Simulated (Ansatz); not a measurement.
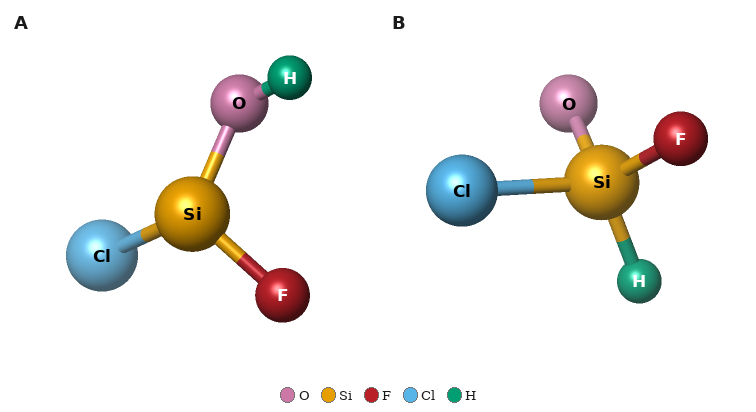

2 stationary structures of one formula. The species is neutral and a spin doublet. Geometries: PBE-D4/def2-SVP. Electronic energies: PBE-D4/def2-SVP (Ansatz 0.2.0), without zero-point energy. No frequency run is at hand to confirm each as a minimum.

### Which is lowest in energy, and by how much?

A is lowest (C1); B lies 1.213 eV above it (C1). A is `O[Si](F)Cl`, B is `[O][Si@@H](F)Cl`.
